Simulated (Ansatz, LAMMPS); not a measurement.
# Convergence of a linear-scaling basis for amorphous carbon (160 atoms), part 3 of 3

Wanted: errors and times of a linear-scaling basis for amorphous carbon (160 atoms). A setting counts as converged where the r.m.s. difference of forces stays under 1 % of the r.m.s. force.

Ansatz 0.2.0; Kohn-Sham DFT, PBE, PAW (set soft_2), plane waves.

The cell: 160 C. The quench rate of 500 K/ps is many orders above laboratory rates. The starting topology of bonds comes from the classical model. The Brillouin zone is sampled at Γ only, in a cell whose shortest periodic width is 12 Å.

So far. Step 8 (Support functions medium, spacing 0.297 Å): Forces differ from the reference by 2.8 meV/Å r.m.s., 0.20 % of their size, well within a tolerance of 1 %; the energy by -4.0 meV/atom. It took 3.6 min and 25 cycles; the reference's time can't be set against it, since the two runs asked for unlike analyses. The setting is coarser than the default on purpose.

## (11) What the reference run shows (continued)

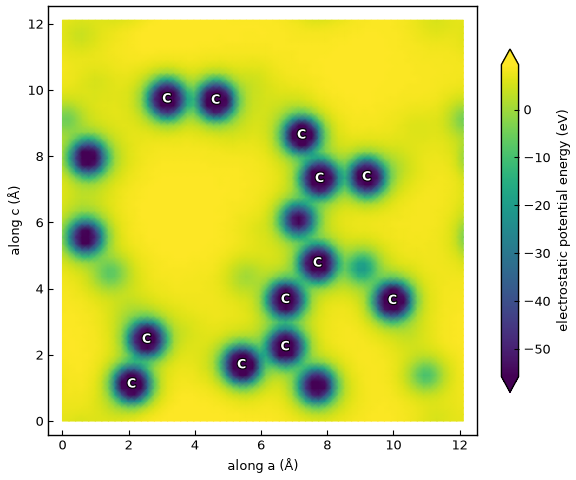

Electrostatic potential energy in the ac plane at fractional y = 0.226, with atoms of C within 0.2 Å of it. With pseudopotentials it is smooth inside the atoms' cores, unlike the true potential. The map starts off the cell's origin, so that atoms lie inside it.

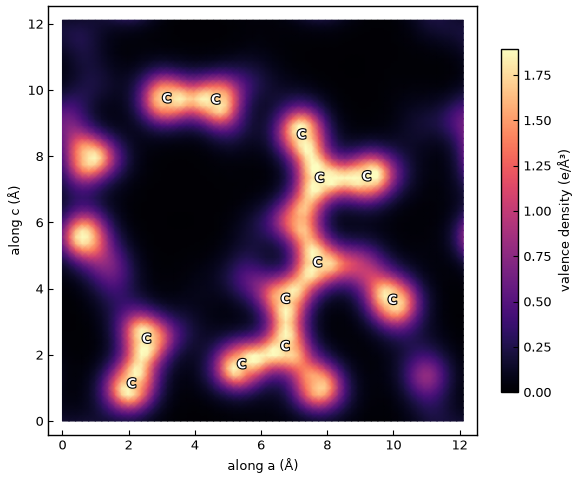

Valence density in the ac plane at fractional y = 0.226, with atoms of C within 0.2 Å of it. It is the smooth field of the valence electrons, not physical close to the nuclei. The map starts off the cell's origin, so that atoms lie inside it.

Löwdin charges run from -0.05 to +0.14 e, about a mean that is the spilled charge alone. Within 0.4 eV of the Fermi level the largest share is C p (94 % of the projected weight).

## (12) Structure statistics

Bonds and neighbours are counted at the geometry of the runs.

Density 1.80 g/cm³, 11.11 Å³ an atom.

Pair distribution function in bins of 0.2 Å:

| r (Å) | total |
| --- | --- |
| 1.30 | 0.18 |
| 1.50 | 5.52 |
| 1.70 | 0.12 |
| 1.90 | 0.00 |
| 2.10 | 0.00 |
| 2.30 | 0.34 |
| 2.50 | 2.28 |
| 2.70 | 1.13 |
| 2.90 | 0.66 |
| 3.10 | 0.62 |
| 3.30 | 0.84 |
| 3.50 | 1.07 |
| 3.70 | 1.32 |
| 3.90 | 1.17 |
| 4.10 | 0.83 |
| 4.30 | 0.98 |
| 4.50 | 0.96 |
| 4.70 | 1.06 |
| 4.90 | 1.13 |
| 5.10 | 0.97 |
| 5.30 | 0.93 |
| 5.50 | 1.00 |
| 5.70 | 1.06 |
| 5.90 | 1.02 |

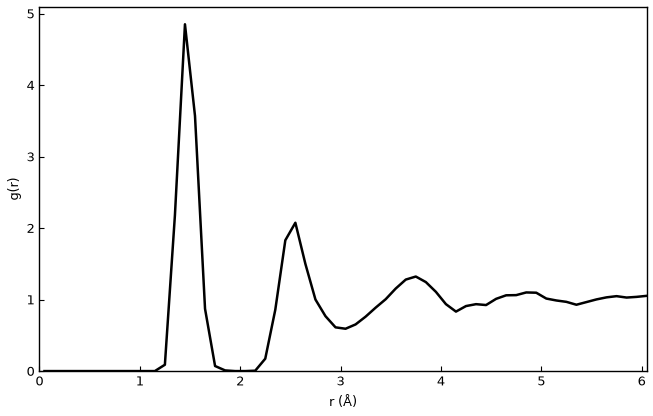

Pair distribution functions, lightly smoothed.

Bonds by pair of elements; cutoffs follow the first minimum of g(r), held within bounds set by covalent radii, and pairs that aren't listed don't count as bonded:

| pair A-B | cutoff (Å) | bonds | mean length (Å) | spread (Å) | shortest (Å) | B about A | A about B |
| --- | --- | --- | --- | --- | --- | --- | --- |
| C-C | 1.98 | 231 | 1.48 | 0.053 | 1.34 | 2.89 | 2.89 |

How many atoms have how many bonded neighbours:

| element | mean | 2 | 3 |
| --- | --- | --- | --- |
| C | 2.89 | 18 | 142 |

Rings of the network by King's shortest-path rule, up to 12 atoms, one path for each pair of neighbours; H, halogens, alkali and alkaline-earth atoms are left out, and the last column divides by all other atoms, bonded or not:

| ring size (atoms) | rings | per network atom |
| --- | --- | --- |
| 5 | 3 | 0.019 |
| 6 | 9 | 0.056 |
| 7 | 12 | 0.075 |
| 8 | 10 | 0.062 |
| 9 | 12 | 0.075 |
| 10 | 19 | 0.119 |
| 11 | 27 | 0.169 |
| 12 | 13 | 0.081 |

With the cutoffs above, 89 % of C atoms have 3 bonded neighbours. Read as hybridisation, 0 % of the carbon is sp3 and 89 % sp2. Rings of 11 atoms are the most common (26 % of those counted); sizes run from 5 to 12, where the search stops.

A closer look about C54, which has 2 bonded neighbours where the commonest count for C is 3: 8 atoms, nearest first, numbered in the order of the input, with positions taken from that point.

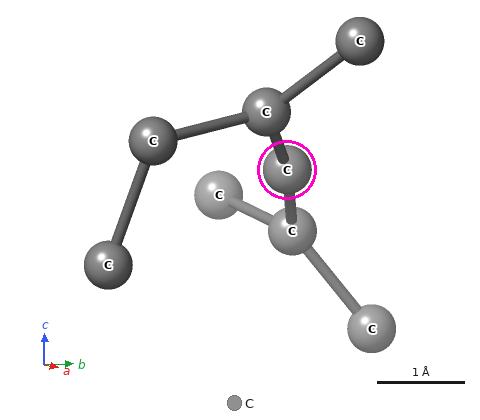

The atoms of the table, within 2.9 Å (arrows a, b, c point along x, y, z); some may hide others; the central atom is ringed.

| atom | x | y | z | distance (Å) | bonds | Löwdin charge (e) | Fx | Fy | Fz (eV/Å) |
| --- | --- | --- | --- | --- | --- | --- | --- | --- | --- |
| C54 | 0.00 | 0.00 | 0.00 | 0.00 | 2 | 0.05 | -0.11 | -0.53 | -0.70 |
| C84 | -1.11 | 0.53 | -0.81 | 1.48 | 3 | 0.02 | 4.35 | -2.40 | 3.14 |
| C99 | 1.07 | -0.71 | 0.77 | 1.50 | 3 | 0.02 | -2.53 | 1.22 | -2.99 |
| C45 | -2.51 | 0.17 | -0.52 | 2.57 | 3 | 0.03 | -2.07 | -2.87 | -0.97 |
| C65 | 1.27 | -2.19 | 0.46 | 2.57 | 3 | 0.06 | 0.98 | -0.64 | 1.83 |
| C146 | 2.03 | 0.04 | 1.67 | 2.63 | 3 | 0.02 | 2.43 | 2.68 | -1.45 |
| C56 | -1.01 | 1.51 | -1.94 | 2.66 | 3 | 0.04 | 0.25 | 0.25 | -1.41 |
| C57 | 0.88 | -2.54 | -1.01 | 2.87 | 3 | 0.04 | 0.65 | 0.76 | -1.75 |

The column of bonds counts only the pairs C-C within 1.98 Å; other neighbours, such as metal atoms beside each other in a compound, aren't counted, and periodic images can show an atom twice.

## (13) Summary of results

```
free energy per atom        : -249.8568 eV/atom
pressure                    : -16.56 GPa
r.m.s. force component      : 1.385 eV/Å
wall time of the 7 DFT runs : 21 min
```

**Reading.** Against plane waves at 420 eV, the forces differ by 1.0 meV/Å (0.072 %) with support functions medium. At 160 atoms the fastest of the runs at a preset level, support functions low, takes roughly 2.9 times the time of plane waves (whose run also made extra analyses, so the like-for-like ratio is larger), in 21 SCF cycles against 17. Differences between support functions and plane waves include what basis error the plane-wave run still has. As the typed spacing goes from 0.297 to 0.411 Å, the force difference goes from 2.8 to 919 meV/Å, and the time from 3.6 min to 2.9 min.

2 levels are partly filled, by over 2 % (at Γ alone): no clear gap opens at this level. Levels of broken or missing bonds inside a gap of the host would look the same. With the cutoffs above, 89 % of C atoms have 3 bonded neighbours. Read as hybridisation, 0 % of the carbon is sp3 and 89 % sp2.

**Limits.** The geometry was minimised with a classical potential after classical dynamics and isn't relaxed at this level: its force components are 1.4 eV/Å r.m.s. The pressure of -17 GPa belongs to a cell and atoms that aren't relaxed at this level.

[Logs are printed without paths, hosts, clocks, repeated set-up lines and the standing remarks that a program may print on its own settings, such as how far it seeks lower states.]

[Hosts, paths, dates, database ids (printed as entryN), source tags and the programs' standing remarks are cut or masked in the printed files.]
